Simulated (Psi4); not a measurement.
# Geometry relaxation, with input and output: SiH2F (part 1 of 3)

The run: geometry relaxation of SiH2F, multiplicity 2, SMILES F[SiH2]. Method and program: HF/6-31G**, UHF (Psi4 1.11).

The geometry comes from this level: GFN2-xTB.

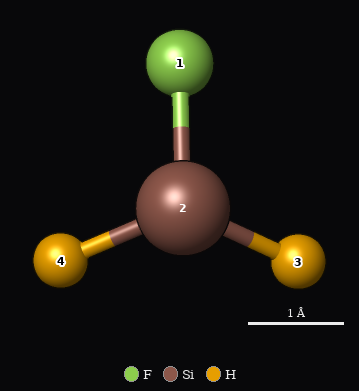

Figure 1. The input geometry (ball-and-stick view, seen on its broad side; atoms are numbered from 1 in the order of the input).

Input (fh2si.inp):
```
memory 1600 MB

molecule m {
  0 2
  F
  Si 1 1.620922
  H 2 1.447556 1 104.66631
  H 2 1.447537 3 120.15364 1 117.04642
}

set basis 6-31G**
set reference uhf
set geom_maxiter 60

opt("scf")
print_variables()
```

Run on 1 thread of Intel Xeon (Granite Rapids), 192 GiB of memory available, shared host.

Run as:
```bash
psi4 -n 1 fh2si.inp fh2si.out
```

Log:
```
Psi4 1.11 release

gradient() will perform analytic gradient computation.

   => Loading Basis Set <=

    Name: 6-31G**
    Role: ORBITAL
    Keyword: BASIS

         ---------------------------------------------------------
                                   SCF
                              UHF Reference
                        1 Threads,   1525 MiB Core
         ---------------------------------------------------------

  ==> Geometry <==

    Molecular point group: c1
    Full point group: C1

    Geometry (in Angstrom), charge = 0, multiplicity = 2:

       Center              X                  Y                   Z               Mass
    ------------   -----------------  -----------------  -----------------  -----------------
         F            0.022932758414     0.011373105304    -1.007417443701    18.998403162730
         SI           0.022932758414     0.011373105304     0.613504556299    27.976926534650
         H            0.022932758414    -1.389016881647     0.980010023628     1.007825032230
         H           -1.091842393422     0.858909616736     0.980003654538     1.007825032230

  Running in c1 symmetry.

  Rotational constants: A =      4.35364  B =      0.51877  C =      0.48208 [cm^-1]
  Rotational constants: A = 130518.93936  B =  15552.29519  C =  14452.38671 [MHz]
  Nuclear repulsion =   55.499462277365929

  Charge       = 0
  Multiplicity = 2
  Electrons    = 25
  Nalpha       = 13
  Nbeta        = 12

  ==> Algorithm <==

  SCF Algorithm Type is DF.
  DIIS enabled.
  MOM disabled.
  Fractional occupation disabled.
  Guess Type is SAD.
  Energy threshold   = 1.00e-08
  Density threshold  = 1.00e-08
  Integral threshold = 1.00e-12

  ==> Primary Basis <==

  Basis Set: 6-31G**
    Blend: 6-31G**
    Number of shells: 20
    Number of basis functions: 44
    Number of Cartesian functions: 44
    Spherical Harmonics?: false
    Max angular momentum: 2

   => Loading Basis Set <=

    Name: (6-31G** AUX)
    Role: JKFIT
    Keyword: DF_BASIS_SCF

  ==> Integral Setup <==

  DFHelper Memory: AOs need 0.005 GiB; user supplied 1.118 GiB.
  SCF_SUBTYPE=INCORE selected. In-core MEM_DF algorithm will be used.
  Using in-core AOs.

  ==> MemDFJK: Density-Fitted J/K Matrices <==

    J tasked:                   Yes
    K tasked:                   Yes
    wK tasked:                   No
    Memory [MiB]:              1144
    Algorithm:                 Core
    Schwarz Cutoff:           1E-12
    Mask sparsity (%):       0.1033
    Fitting Condition:        1E-10

   => Auxiliary Basis Set <=

  Basis Set: (6-31G** AUX)
    Blend: CC-PVDZ-JKFIT
    Number of shells: 78
    Number of basis functions: 261
    Number of Cartesian functions: 261
    Spherical Harmonics?: false
    Max angular momentum: 3

  Minimum eigenvalue in the overlap matrix is 7.7366526670E-03.
  Reciprocal condition number of the overlap matrix is 1.5417385721E-03.
    Using symmetric orthogonalization.

  ==> Pre-Iterations <==

  SCF Guess: Superposition of Atomic Densities via on-the-fly atomic UHF (no occupation information).

   -------------------------
    Irrep   Nso     Nmo
   -------------------------
     A         44      44
   -------------------------
    Total      44      44
   -------------------------

  ==> Iterations <==

                           Total Energy        Delta E     RMS |[F,P]|

   @DF-UHF iter SAD:  -388.79835419087857   -3.88798e+02   0.00000e+00
   @DF-UHF iter   1:  -389.48166677126147   -6.83313e-01   6.71369e-03 ADIIS/DIIS
   @DF-UHF iter   2:  -389.51095834695087   -2.92916e-02   4.23006e-03 ADIIS/DIIS
   @DF-UHF iter   3:  -389.52184969305517   -1.08913e-02   5.32406e-04 ADIIS/DIIS
   @DF-UHF iter   4:  -389.52261754852879   -7.67855e-04   1.24840e-04 ADIIS/DIIS
   @DF-UHF iter   5:  -389.52268494025293   -6.73917e-05   4.07340e-05 DIIS
   @DF-UHF iter   6:  -389.52269285626170   -7.91601e-06   1.36950e-05 DIIS
   @DF-UHF iter   7:  -389.52269368977147   -8.33510e-07   4.15937e-06 DIIS
   @DF-UHF iter   8:  -389.52269376205265   -7.22812e-08   1.40074e-06 DIIS
   @DF-UHF iter   9:  -389.52269377194477   -9.89212e-09   4.31867e-07 DIIS
   @DF-UHF iter  10:  -389.52269377293419   -9.89417e-10   7.67618e-08 DIIS
   @DF-UHF iter  11:  -389.52269377295738   -2.31921e-11   1.84875e-08 DIIS
   @DF-UHF iter  12:  -389.52269377295841   -1.02318e-12   5.61006e-09 DIIS
  Energy and wave function converged.

  ==> Post-Iterations <==

   @Spin Contamination Metric:   2.221251086E-03
   @S^2 Expected:                7.500000000E-01
   @S^2 Observed:                7.522212511E-01
   @S   Expected:                5.000000000E-01
   @S   Observed:                5.000000000E-01

    Orbital Energies [Eh]
    ---------------------

    Alpha Occupied:

       1A    -68.813918     2A    -26.272202     3A     -6.170213
       4A     -4.281942     5A     -4.273600     6A     -4.272167
       7A     -1.563368     8A     -0.765194     9A     -0.653477
      10A     -0.648216    11A     -0.619285    12A     -0.509422
      13A     -0.342686

    Alpha Virtual:

      14A      0.113480    15A      0.196433    16A      0.219499
      17A      0.283630    18A      0.366069    19A      0.376713
      20A      0.504881    21A      0.782066    22A      0.788309
      23A      0.820579    24A      0.842530    25A      1.013996
      26A      1.317913    27A      1.400025    28A      1.561524
      29A      1.603468    30A      1.624483    31A      1.853540
      32A      2.145520    33A      2.147087    34A      2.187893
      35A      2.258303    36A      2.355708    37A      2.448515
      38A      2.493747    39A      2.566928    40A      2.902443
      41A      3.133753    42A      3.222792    43A      3.305834
      44A      4.427921

    Beta Occupied:

       1A    -68.808178     2A    -26.268920     3A     -6.161283
       4A     -4.270062     5A     -4.268668     6A     -4.260472
       7A     -1.554808     8A     -0.737929     9A     -0.644631
      10A     -0.625615    11A     -0.595157    12A     -0.493969

    Beta Virtual:

      13A      0.050426    14A      0.136773    15A      0.224207
      16A      0.239046    17A      0.304704    18A      0.399749
      19A      0.425630    20A      0.525643    21A      0.806725
      22A      0.829952    23A      0.866929    24A      0.871746
      25A      1.038276    26A      1.330921    27A      1.411942
      28A      1.566425    29A      1.616194    30A      1.626226
      31A      1.855762    32A      2.147803    33A      2.149273
      34A      2.190268    35A      2.266548    36A      2.366977
      37A      2.455625    38A      2.501378    39A      2.573704
      40A      2.910273    41A      3.139487    42A      3.229228
      43A      3.318376    44A      4.430993

    Final Occupation by Irrep:
              A
    DOCC [    12 ]
    SOCC [     1 ]
    NA   [    13 ]
    NB   [    12 ]

  @DF-UHF Final Energy:  -389.52269377295841

   => Energetics <=

    Nuclear Repulsion Energy =             55.4994622773659287
    One-Electron Energy =                -652.1689298994683668
    Two-Electron Energy =                 207.1467738491439832
    Total Energy =                       -389.5226937729584051

  UHF NO Occupations:
  HONO-2 :   11  A 1.9999112
  HONO-1 :   12  A 1.9990483
  HONO-0 :   13  A 1.0000000
  LUNO+0 :   14  A 0.0009517
  LUNO+1 :   15  A 0.0000888
  LUNO+2 :   16  A 0.0000379
  LUNO+3 :   17  A 0.0000182

Computation Completed

Properties will be evaluated at   0.000000,   0.000000,   0.000000 [a0]

Properties computed using the SCF density matrix

 Multipole Moments:

 ------------------------------------------------------------------------------------
     Multipole            Electronic (a.u.)      Nuclear  (a.u.)        Total (a.u.)
 ------------------------------------------------------------------------------------

 L = 1.  Multiply by 2.5417464519 to convert [e a0] to [Debye]
 Dipole X            :          1.0301856           -1.0232039            0.0069817
 Dipole Y            :          0.5109149           -0.5074403            0.0034746
 Dipole Z            :         -2.0336468            2.8011797            0.7675330
 Magnitude           :                                                    0.7675726

 ------------------------------------------------------------------------------------

	total time  =          1 seconds =       0.02 minutes

         ------------------------------------------------------------
                                   SCF GRAD
         ------------------------------------------------------------

  ==> Geometry <==

    Molecular point group: c1
    Full point group: C1

    Geometry (in Angstrom), charge = 0, multiplicity = 2:

       Center              X                  Y                   Z               Mass
    ------------   -----------------  -----------------  -----------------  -----------------
         F            0.022932758414     0.011373105304    -1.007417443701    18.998403162730
         SI           0.022932758414     0.011373105304     0.613504556299    27.976926534650
         H            0.022932758414    -1.389016881647     0.980010023628     1.007825032230
         H           -1.091842393422     0.858909616736     0.980003654538     1.007825032230

  Nuclear repulsion =   55.499462277365929

  ==> Basis Set <==

  Basis Set: 6-31G**
    Blend: 6-31G**
    Number of shells: 20
    Number of basis functions: 44
    Number of Cartesian functions: 44
    Spherical Harmonics?: false
    Max angular momentum: 2

  ==> DFJKGrad: Density-Fitted SCF Gradients <==

    Gradient:                    1
    J tasked:                  Yes
    K tasked:                  Yes
    wK tasked:                  No
    Integrals threads:           1
    Memory [MiB]:             1144
    Schwarz Cutoff:          1E-12
    Fitting Condition:       1E-10

   => Auxiliary Basis Set <=

  Basis Set: (6-31G** AUX)
    Blend: CC-PVDZ-JKFIT
    Number of shells: 78
    Number of basis functions: 261
    Number of Cartesian functions: 261
    Spherical Harmonics?: false
    Max angular momentum: 3

  -Total Gradient:
     Atom            X                  Y                   Z
    ------   -----------------  -----------------  -----------------
       1       -0.002706249132    -0.001341974271    -0.011279039457
       2       -0.013869803565    -0.006870426794     0.030046031623
       3        0.005776699896     0.009166147426    -0.009382353769
       4        0.010799352800    -0.000953746361    -0.009384638396

	total time  =          0 seconds =       0.00 minutes

    			-----------------------------------------

    			 OPTKING 3.0: for geometry optimizations

    			        with contributions from

    			-----------------------------------------

	                            ===> Fragment 1 <==

	 Z (Atomic Numbers)          Masses                          Geom
	       9.000000            18.998403          0.04333663  0.02149205 -1.90374306
	      14.000000            27.976927          0.04333663  0.02149205  1.15935559
	       1.000000             1.007825          0.04333663 -2.62486149  1.85195054
	       1.000000             1.007825         -2.06328310  1.62310394  1.85193851

	 - Coordinate -           - BOHR/RAD -       - ANG/DEG -
	 R(1,2)           =         3.063099           1.620922
	 R(2,3)           =         2.735484           1.447556
	 R(2,4)           =         2.735448           1.447537
	 B(1,2,3)         =         1.826772         104.666310
	 B(1,2,4)         =         1.826771         104.666246
	 B(3,2,4)         =         2.097077         120.153640
	 O(1,2,3,4)       =         1.038450          59.498804
	 O(3,2,1,4)       =        -0.879027         -50.364519
	 O(4,2,1,3)       =         0.879027          50.364539

	        --- Internal Coordinate Step in ANG or DEG, aJ/ANG or AJ/DEG ---
	-------------------------------------------------------------------------------
	           Coordinate      Previous         Force          Change          New
	           ----------      --------        ------          ------        ------
	               R(1,2)       1.62092       -0.09292       -0.01248       1.60844
	               R(2,3)       1.44756        0.09263        0.03000       1.47755
	               R(2,4)       1.44754        0.09270        0.03002       1.47756
	             B(1,2,3)     104.66631        0.00050        2.91413     107.58044
	             B(1,2,4)     104.66625        0.00050        2.91424     107.58048
	             B(3,2,4)     120.15364       -0.00094       -5.97766     114.17598
	           O(1,2,3,4)      59.49880       -0.00066       -3.27107      56.22774
	           O(3,2,1,4)     -50.36452       -0.00035       -2.33808     -52.70259
	           O(4,2,1,3)      50.36454        0.00035        2.33804      52.70258
	-------------------------------------------------------------------------------

	                                 ==> Convergence Check <==

	Measures of convergence in internal coordinates in au.

	Criteria marked as inactive (o), active & met (*), and active & unmet ( ).

	----------------------------------------------------------------------------------------------~
	   Step    Total Energy     Delta E     Max Force     RMS Force      Max Disp      RMS Disp   ~
	----------------------------------------------------------------------------------------------~
	  Convergence Criteria     1.00e-06 *    3.00e-04 *             o    1.20e-03 *             o~
	----------------------------------------------------------------------------------------------~
	     1    -389.52269377   -3.90e+02      1.23e-02      9.05e-03 o    1.04e-01      5.74e-02 o  ~
	----------------------------------------------------------------------------------------------

Next Geometry in Ang
	Fragment 1 (Ang)

	    F   0.0402132015   0.0199379999  -1.0387159338
	   Si   0.0435464162   0.0215903453   0.5697188210
	    H  -0.0023055593  -1.3857163280   1.0175477854
	    H  -1.1044981766   0.8368269285   1.0175501182

    Structure for next step:
    Molecular point group: c1
    Full point group: C1

    Geometry (in Angstrom), charge = 0, multiplicity = 2:

    F
    SI            1    1.608439
    H             2    1.477554      1  107.580443
    H             2    1.477555      3  114.175984      1  119.310387

gradient() will perform analytic gradient computation.

  ==> Geometry <==

    Molecular point group: c1
    Full point group: C1

    Geometry (in Angstrom), charge = 0, multiplicity = 2:

       Center              X                  Y                   Z               Mass
    ------------   -----------------  -----------------  -----------------  -----------------
         F            0.024179837656     0.013008951904    -1.003057946365    18.998403162730
         SI           0.024179837656     0.013008951904     0.605381110935    27.976926534650
         H            0.024179837656    -1.395533965568     1.051668134485     1.007825032230
         H           -1.151216584693     0.789178908721     1.051669574691     1.007825032230

  Running in c1 symmetry.

  Rotational constants: A =      4.32565  B =      0.51937  C =      0.48492 [cm^-1]
  Rotational constants: A = 129679.71072  B =  15570.23588  C =  14537.60267 [MHz]
  Nuclear repulsion =   55.518986290555539

  Charge       = 0
  Multiplicity = 2
  Electrons    = 25
  Nalpha       = 13
  Nbeta        = 12

  ==> Algorithm <==
```
